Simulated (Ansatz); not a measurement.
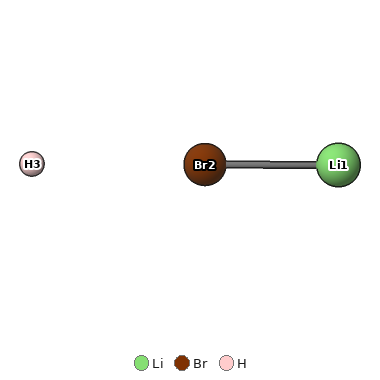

The system is Li + BrH, spin multiplicity 2; the picture shows the reference structure. First axis: distance Li1–Br2. Second axis: distance Br2–H3. Nothing is relaxed (the angle Li1–Br2–H3 is fixed at 180 degrees). The scan uses a 17 × 17 grid. Points are written as (first, second). Energies: kcal/mol, counted from Li far from the relaxed BrH (each part in its own basis). Computed with Ansatz, UKS PBE0-D4/def2-SVPD.

Its coordinates:

```yaml
atoms:
  - { symbol: Li, position_ang: [-2.1660, 0.0000, 0.0000] }
  - { symbol: Br, position_ang: [0.0000, 0.0000, 0.0000] }
  - { symbol: H, position_ang: [2.8080, 0.0000, 0.0000] }
```

Range: distance Li1–Br2 from 1.984 to 3.584 Å; distance Br2–H3 from 1.208 to 2.808 Å.

Q: Predict the map.

A: The lowest grid point is at (2.166 Å, 2.808 Å), −9.3 kcal/mol from Li far from the relaxed BrH (each part in its own basis). It lies in a valley that leaves the map towards separated partners. Other grid points that lie below all their neighbours: (3.329 Å, 1.472 Å) (8.0 kcal/mol higher). The highest grid point, (1.984 Å, 1.208 Å), lies 56.5 kcal/mol above the lowest. On the interpolated surface the lowest path from the side where the first distance is long, about (3.54 Å, 1.43 Å), to the side where the second distance is long, about (2.19 Å, 2.81 Å), has its top at about (2.48 Å, 1.64 Å), about 3.5 kcal/mol above the start and 11 kcal/mol above the end.

```csv
"distance Br2–H3 ↓, distance Li1–Br2 →",2.028,2.166,2.337,2.530,2.741,2.967,3.205,3.455
2.808,−6.6,−9.3,−7.8,−2.8,4.4,12.5,20.6,28.9
2.553,−5.8,−8.6,−7.2,−2.3,4.7,12.7,20.6,28.6
2.309,−4.2,−7.1,−6.0,−1.4,5.4,12.9,20.4,27.9
2.076,−1.3,−4.5,−3.9,0.1,6.1,12.7,18.9,24.8
1.858,3.8,−0.2,−0.6,2.0,6.0,10.1,13.7,17.1
1.655,11.0,5.3,2.5,2.0,2.9,4.0,4.9,6.1
1.472,16.9,9.6,4.6,1.8,0.4,−0.5,−1.2,−1.3
1.315,26.5,18.9,13.3,9.7,7.4,5.7,4.3,3.7
1.208,44.1,36.6,31.0,27.3,24.8,23.0,21.4,20.5
```

The table holds every second grid line.

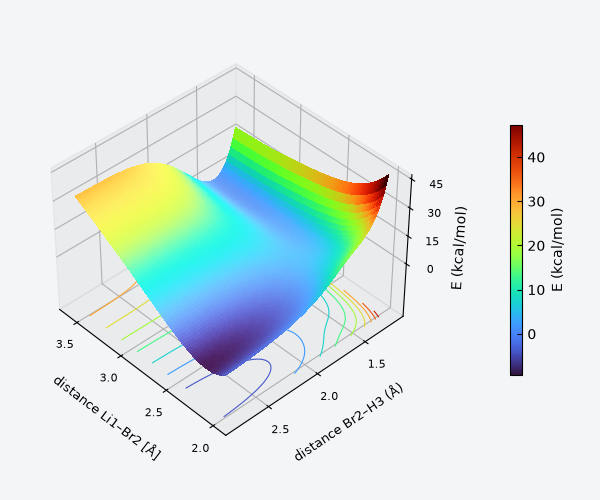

The picture shows a relief with its contours projected below. Between grid points the surface is interpolated.

The whole map (289 points run) took 11 min on 1 thread of Intel(R) Xeon(R) 6975P-C (Granite Rapids), with other jobs on the host.
